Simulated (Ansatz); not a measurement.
**AlRu, response to strain**

Consider AlRu in the CsCl type structure (space group Pm-3m, No. 221; relaxed with 0.1 eV smearing).

```yaml
crystal:
  lattice:
    - [3.00482, 0.00000, 0.00000]
    - [0.00000, 3.00482, 0.00000]
    - [0.00000, 0.00000, 3.00482]
  atoms:
    - { symbol: Al, position: [0.50000, 0.50000, 0.50000] }
    - { symbol: Ru, position: [0.00000, 0.00000, 0.00000] }
```

Strains are applied to the cell and any free atomic positions relax.

Computed with PBE (Ansatz, a first-principles code), spin-orbit coupling left out.

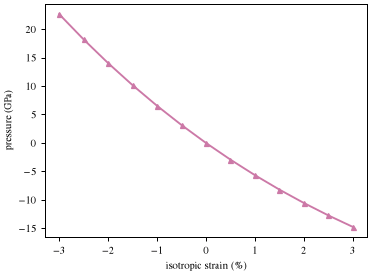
Figure: Pressure against isotropic strain

```csv
isotropic strain (%),pressure
-3,22.6 GPa
-2.5,18.2 GPa
-2,14.0 GPa
-1.5,10.2 GPa
-1,6.5 GPa
-0.5,3.2 GPa
0.5,-2.9 GPa
1,-5.7 GPa
1.5,-8.2 GPa
2,-10.6 GPa
2.5,-12.7 GPa
3,-14.8 GPa
```

Whether these cells are dynamically stable was not tested. The final runs are not spin-polarised.
